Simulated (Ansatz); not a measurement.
**AlH2SF (SMILES [F][AlH][SH]) at CCSD(T)/STO-3G**

What is the vertical singlet–triplet gap of AlH2SF at CCSD(T)/STO-3G? 

The calculation is run with Ansatz 0.2.0.

65 further runs of the same task are left out: 1 that didn't finish, 64 set aside as unsound or not needed.

### 1 The molecule

AlH2SF: 5 atoms, total charge 0, spin state singlet. As SMILES, `[F][AlH][SH]`. The coordinates come from a PBE0-D4/def2-TZVP relaxation. This is one conformer, not always the lowest.

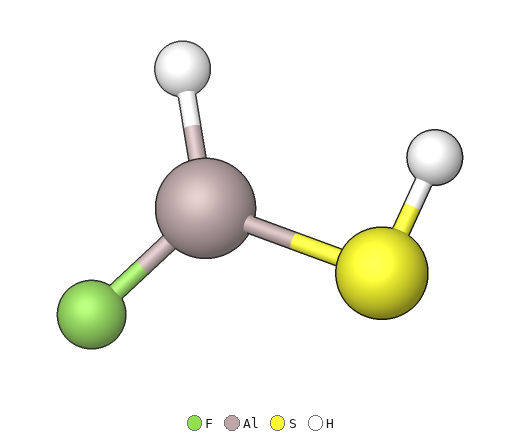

The structure, seen from a chosen angle (fluorine green, aluminium light grey, sulfur yellow, hydrogen white).

### 2 The energy at CCSD(T)/STO-3G

job.yaml reads:

```yaml
crystal:
  periodic: [false, false, false]
  atoms:
    - {symbol: F, position_ang: [-1.203500, -1.535800, 0.877500]}
    - {symbol: Al, position_ang: [-0.513900, -0.309100, 0.024800]}
    - {symbol: S, position_ang: [1.536100, 0.182600, 0.533500]}
    - {symbol: H, position_ang: [-1.341100, 0.430400, -1.085200]}
    - {symbol: H, position_ang: [1.572300, 1.158200, -0.392100]}
basis:
  gaussian:
    orbitals: STO-3G
correlation:
  method: ccsd_t
  frozen_orbitals: {Al: 5, F: 1, H: 0, S: 5}
accuracy: high
scf:
  omitted_lower_state_checks: [cluster_reference, increment]
```

The run is started by

```sh
$ ansatz run job.yaml --threads 1 --pin off --max-ram 2610MiB --events-out events.jsonl --progress --plain --runs-dir runs
```

Log, shortened:

```text
Warning: RAYON_NUM_THREADS=1 ignored (pool sized by the plan → 1); use --threads N
Functional definition: HF
  name "HF"
[...]
454 factors; integrals over basis functions are off by at most 2.9e-8 eV
[...]
mean field -19903.98079865 eV, -731.4578029478 hartree, gradient 3.8e-8 eV, S^2 0.000000; 0 other end points of the search recorded, 0 dependent functions left out
11 core orbitals not correlated: weight in the atoms' cores, before any rotation towards them, 0.999 or more for the frozen orbitals, at most 0.000 for the correlated occupied ones
reference -19903.98079865 eV, -731.4578029478 hartree; 9, 9 occupied and 5, 5 virtual orbitals, 454 factors
second order -1.83900857 eV of doubles, -0.00000000 eV of singles
cycle   1  -2.14799781 eV  change   -3.1e-1 eV  update   8.0e-2
[...]
cycle  20  -2.41191810 eV  change   -1.4e-9 eV  update   1.3e-9
perturbative correction -0.10616045 eV, -0.0039013244 hartree
Total energy: -19906.49887720 eV, -731.5503406275 hartree
Checks for a lower state left out: cluster_reference, increment
```

Wall time 0.12 s (1 thread of AMD EPYC 9R45 (Zen 5), shared host).

### 3 The triplet

in.yaml reads:

```yaml
crystal:
  periodic: [false, false, false]
  atoms:
    - {symbol: F, position_ang: [-1.203500, -1.535800, 0.877500]}
    - {symbol: Al, position_ang: [-0.513900, -0.309100, 0.024800]}
    - {symbol: S, position_ang: [1.536100, 0.182600, 0.533500]}
    - {symbol: H, position_ang: [-1.341100, 0.430400, -1.085200]}
    - {symbol: H, position_ang: [1.572300, 1.158200, -0.392100]}
basis:
  gaussian:
    orbitals: STO-3G
magnetization:
  spin_polarized: true
  initial_magnetization: 2
correlation:
  method: ccsd_t
  frozen_orbitals: {Al: 5, F: 1, H: 0, S: 5}
accuracy: high
scf:
  omitted_lower_state_checks: [cluster_reference, increment]
```

The run is started by

```sh
$ ansatz run in.yaml --threads 1 --pin off --max-ram 2610MiB --events-out events.jsonl --progress --plain --runs-dir runs
```

Log:

```text
Warning: RAYON_NUM_THREADS=1 ignored (pool sized by the plan → 1); use --threads N
[... 16 lines left out ...]
11 core orbitals not correlated: weight in the atoms' cores, before any rotation towards them, 0.999 or more for the frozen orbitals, at most 0.000 for the correlated occupied ones
[... 53 lines left out ...]
Total energy: -19898.82712878 eV, -731.2684090732 hartree
Checks for a lower state left out: cluster_reference, increment
```

Run time: 0.46 s. Hardware: 1 thread of AMD EPYC 9R45 (Zen 5), shared host.

### 4 Results

Level: CCSD(T)/STO-3G, 11 core orbitals frozen.

| quantity | value |
| --- | --- |
| singlet: total energy | -731.55034 Eh |
| singlet: correlation energy (11 core orbitals frozen) | -92.5 mEh |
| singlet: (T) correction | -3.90 mEh |
| singlet: T1 diagnostic | 0.015 |
| triplet: total energy | -731.26841 Eh |
| triplet: correlation energy (11 core orbitals frozen) | -80.8 mEh |
| triplet: (T) correction | -2.39 mEh |
| triplet: ⟨S²⟩ of the reference determinant | 2.034 |
| triplet: T1 diagnostic | 0.023 |
| vertical energy of the triplet above the singlet | 7.672 eV |

At this shape the triplet lies 7.67 eV (177 kcal/mol) above the singlet. In a minimal basis such a difference can be off by several eV, whatever the method. The triples (singlet) make up 4.2 % of the correlation energy. The triples (triplet) make up 3.0 % of the correlation energy.
